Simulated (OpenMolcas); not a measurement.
**CH4ClGe (SMILES [CH3][GeH][Cl]): levels of theory compared**

Wanted: a comparison of 6 runs (UB3LYP/6-31G*, U-r2SCAN/def2-SVP, UB3LYP/def2-SVP, UBHLYP/def2-SVP, UM06-2X/def2-SVP, USVWN5/def2-SVP) of CH4ClGe. 

Program for the calculation: OpenMolcas 26.06.

## Step 1: The structure to begin with

CH4ClGe has 7 atoms, charge 0, and is taken as a doublet. SMILES: `[CH3][GeH][Cl]`. One bond was lengthened or shortened from a relaxed shape.

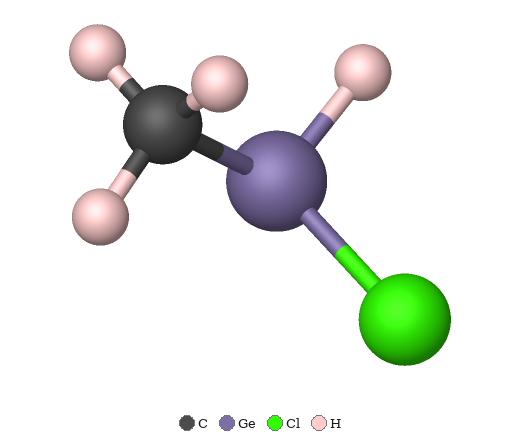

The structure, seen from a chosen angle (carbon dark grey, germanium purple, chlorine green, hydrogen pink).

## Step 2: The energy at UB3LYP/6-31G(d) (Cartesian functions) (run 1)

mol.input

```
* CH4ClGe Kohn-Sham DFT

&GATEWAY
 BasLib=$CurrDir
 BasisSet
 C.6-31Gs....
 C1 -0.596100 0.500966 -0.325321 angstrom
 End of Basis
 BasisSet
 Ge.6-31Gs....
 Ge2 0.842400 -0.822934 -0.246521 angstrom
 End of Basis
 BasisSet
 Cl.6-31Gs....
 Cl3 1.154000 -1.299134 1.846079 angstrom
 End of Basis
 BasisSet
 H.6-31Gs....
 H4 -0.296400 1.377066 0.253879 angstrom
 H5 -1.646200 0.021400 0.160800 angstrom
 H6 -0.772900 0.791966 -1.361621 angstrom
 H7 2.198400 -0.261934 -0.753521 angstrom
 End of Basis

&SEWARD
 GridInput
 Grid=UltraFine
 End of Grid

&SCF
 UHF
 Spin=2
 KSDFT=B3LYP
 Thresholds=1e-10 1e-07 1e-07 1e-05
 PrOrbitals=1 1
```

The basis set 6-31G* is read from a file made from the Basis Set Exchange's data (not shown).

Command:

```console
export MOLCAS_MEM=1860
pymolcas mol.input > mol.log
```

Output:

```text
--- Start Module: gateway ---
[...]
--- Stop Module: gateway /rc=_RC_ALL_IS_WELL_ ---
--- Start Module: seward ---
[...]
      Basis functions           77
--- Stop Module: seward /rc=_RC_ALL_IS_WELL_ ---
[...]
--- Start Module: scf ---
[...]
       Convergence after  15 Iterations
[...]
::    Total KS-DFT energy                           -2577.4743929474
[...]
      Total spin, S                                     0.5006096416
[...]
      Total electronic charge=   59.000000
      Total            charge=   -0.000000
[...]
      Dipole Moment (debye):
      Origin of the operator (angstrom)=    0.7601   -0.7869    0.3259
                   X= -9.4014E-01               Y=  1.3209E+00               Z= -2.0569E+00           Total=  2.6190E+00
      Quadrupole Moment (debye*angstrom):
[...]
--- Stop Module: scf /rc=_RC_ALL_IS_WELL_ ---
[...]
```

It took 23 s on 1 thread of Intel Xeon Platinum 8375C at 2.90GHz (Ice Lake), shared host; peak memory 0.44 GiB.

## Step 3: A single-point energy at U-r2SCAN/def2-SVP (run 2)

mol.input

```
>>> EXPORT MOLCAS_PRINT=2
&GATEWAY
BasLib = $CurrDir
Coord
7
angstrom
C       -0.596100       0.500966      -0.325321
Ge       0.842400      -0.822934      -0.246521
Cl       1.154000      -1.299134       1.846079
H       -0.296400       1.377066       0.253879
H       -1.646200       0.021400       0.160800
H       -0.772900       0.791966      -1.361621
H        2.198400      -0.261934      -0.753521
Basis = def2-SVP
Group = NoSym
&SEWARD
GridInput
Grid=UltraFine
End of Grid
&SCF
UHF
Spin = 2
KSDFT = 2
1.0 MGGA_X_R2SCAN
1.0 MGGA_C_R2SCAN
Thresholds = 1e-10 1e-07 1e-07 1e-05
PrOrbitals = 1 1
```

The basis set def2-SVP is read from a file made from the Basis Set Exchange's data (not shown).

Command:

```console
export MOLCAS_MEM=1860
pymolcas mol.input > mol.log
```

Output:

```text
--- Start Module: gateway ---
[...]
--- Stop Module: gateway /rc=_RC_ALL_IS_WELL_ ---
--- Start Module: seward ---
[...]
      Basis functions           84
--- Stop Module: seward /rc=_RC_ALL_IS_WELL_ ---
[...]
--- Start Module: scf ---
[...]
       Convergence after  16 Iterations
[...]
::    Total KS-DFT energy                           -2577.2167638399
[...]
      Total spin, S                                     0.5010665257
[...]
      Total electronic charge=   59.000000
      Total            charge=   -0.000000
[...]
      Dipole Moment (debye):
      Origin of the operator (angstrom)=    0.7601   -0.7869    0.3259
                   X= -9.1682E-01               Y=  1.1269E+00               Z= -1.8161E+00           Total=  2.3257E+00
      Quadrupole Moment (debye*angstrom):
[...]
--- Stop Module: scf /rc=_RC_ALL_IS_WELL_ ---
[...]
```

Wall time 40 s (1 thread of Intel Xeon Platinum 8375C at 2.90GHz (Ice Lake), shared host); peak memory 0.47 GiB.

Runs 3 to 4 aren't shown in full; the table further down has their settings and results.

## Step 4: The energy at UM06-2X/def2-SVP (run 5)

job.input

```
&GATEWAY
  BasLib = $CurrDir
  BasisSet
  C.def2-SVP....
  C1 -0.596100 0.500966 -0.325321 angstrom
  End of Basis
  BasisSet
  Ge.def2-SVP....
  Ge2 0.842400 -0.822934 -0.246521 angstrom
  End of Basis
  BasisSet
  Cl.def2-SVP....
  Cl3 1.154000 -1.299134 1.846079 angstrom
  End of Basis
  BasisSet
  H.def2-SVP....
  H4 -0.296400 1.377066 0.253879 angstrom
  H5 -1.646200 0.021400 0.160800 angstrom
  H6 -0.772900 0.791966 -1.361621 angstrom
  H7 2.198400 -0.261934 -0.753521 angstrom
  End of Basis

&SEWARD
  GridInput
  Grid=UltraFine
  End of Grid

&SCF
  UHF
  Spin = 2
  KSDFT = M062X
  Thresholds = 1e-10 1e-07 1e-07 1e-05
  PrOrbitals = 0
```

The basis set def2-SVP is read from a file made from the Basis Set Exchange's data (not shown).

Command:

```console
export MOLCAS_MEM=1860
pymolcas job.input > job.log
```

Output:

```text
--- Start Module: gateway ---
[...]
--- Stop Module: gateway /rc=_RC_ALL_IS_WELL_ ---
--- Start Module: seward ---
[...]
      Basis functions           84
--- Stop Module: seward /rc=_RC_ALL_IS_WELL_ ---
[...]
--- Start Module: scf ---
[...]
       Convergence after  15 Iterations
[...]
::    Total KS-DFT energy                           -2577.2438649935
[...]
      Total spin, S                                     0.5011270021
[...]
      Total electronic charge=   59.000000
      Total            charge=   -0.000000
[...]
      Dipole Moment (debye):
      Origin of the operator (angstrom)=    0.7601   -0.7869    0.3259
                   X= -8.9986E-01               Y=  9.9315E-01               Z= -1.9623E+00           Total=  2.3763E+00
      Quadrupole Moment (debye*angstrom):
[...]
--- Stop Module: scf /rc=_RC_ALL_IS_WELL_ ---
[...]
```

It took 37 s on 1 thread of Intel Xeon Platinum 8375C at 2.90GHz (Ice Lake), shared host; peak memory 0.47 GiB.

## Step 5: The energy at USVWN5/def2-SVP (run 6)

mol.inp

```
&GATEWAY
BasLib=$CurrDir
Coord
7
bohr
C     -1.12646574     0.94668854    -0.61476759
Ge     1.59190529    -1.55511988    -0.46585717
Cl     2.18074395    -2.45500746     3.48858371
H     -0.56011482     2.60227760     0.47976178
H     -3.11086715     0.04044014     0.30386796
H     -1.46056932     1.49659884    -2.57309078
H      4.15437391    -0.49498352    -1.42394832
Basis=def2-SVP
Group=NoSym
&SEWARD
GridInput
Grid=UltraFine
End of Grid
&SCF
UHF
Spin=2
KSDFT=SVWN5
Thresholds=1e-10 1e-07 1e-07 1e-05
PrOrbitals=1 2
```

The basis set def2-SVP is read from a file made from the Basis Set Exchange's data (not shown).

Command:

```console
export MOLCAS_MEM=1860
pymolcas mol.inp > mol.log
```

Output:

```text
--- Start Module: gateway ---
[...]
--- Stop Module: gateway /rc=_RC_ALL_IS_WELL_ ---
--- Start Module: seward ---
[...]
      Basis functions           84
--- Stop Module: seward /rc=_RC_ALL_IS_WELL_ ---
[...]
--- Start Module: scf ---
[...]
       Convergence after  16 Iterations
[...]
::    Total KS-DFT energy                           -2572.2446985381
[...]
      Total spin, S                                     0.5003416435
[...]
      Total electronic charge=   59.000000
      Total            charge=   -0.000000
[...]
      Dipole Moment (debye):
      Origin of the operator (angstrom)=    0.7601   -0.7869    0.3259
                   X= -8.8908E-01               Y=  1.1895E+00               Z= -1.5177E+00           Total=  2.1234E+00
      Quadrupole Moment (debye*angstrom):
[...]
--- Stop Module: scf /rc=_RC_ALL_IS_WELL_ ---
[...]
```

Run time: 17 s. Hardware: 1 thread of Intel Xeon Platinum 8375C at 2.90GHz (Ice Lake), shared host; peak memory 0.47 GiB.

## Step 6: Overview of the runs

```tsv
run	level	Cartesian functions	energy (Eh)	dipole moment (D)	HOMO energy (eV)	LUMO energy (eV)	wall time
1	UB3LYP/6-31G* (Cartesian functions)	yes	-2577.474393	2.62	-5.92	-3.27	23 s
2	U-r2SCAN/def2-SVP	no	-2577.216764	2.33	-5.42	-3.41	40 s
3	UB3LYP/def2-SVP	no	-2577.335669	2.21	-5.86	-3.22	26 s
4	UBHLYP/def2-SVP	no	-2577.225277	2.38	-7.15	-2.05	28 s
5	UM06-2X/def2-SVP	no	-2577.243865	2.38	-7.22	-2.30	37 s
6	USVWN5/def2-SVP	no	-2572.244699	2.12	-4.96	-4.04	17 s
```

## Step 7: Outcome

| quantity | value |
| --- | --- |
| run 6: total energy | -2572.24470 Eh |
| run 6: dipole moment | 2.12 D |
| run 6: HOMO energy (highest over α and β) | -4.96 eV |
| run 6: LUMO energy (lowest over α and β) | -4.04 eV |
| run 6: ⟨S²⟩ | 0.751 |

**Reading.** The dipole moment (its size) runs from 2.12 D (USVWN5/def2-SVP) to 2.62 D (UB3LYP/6-31G*). The two ends differ in method and basis. Totals of different functionals can't be ranked against each other. All runs together took 2.9 min, the longest 40 s.
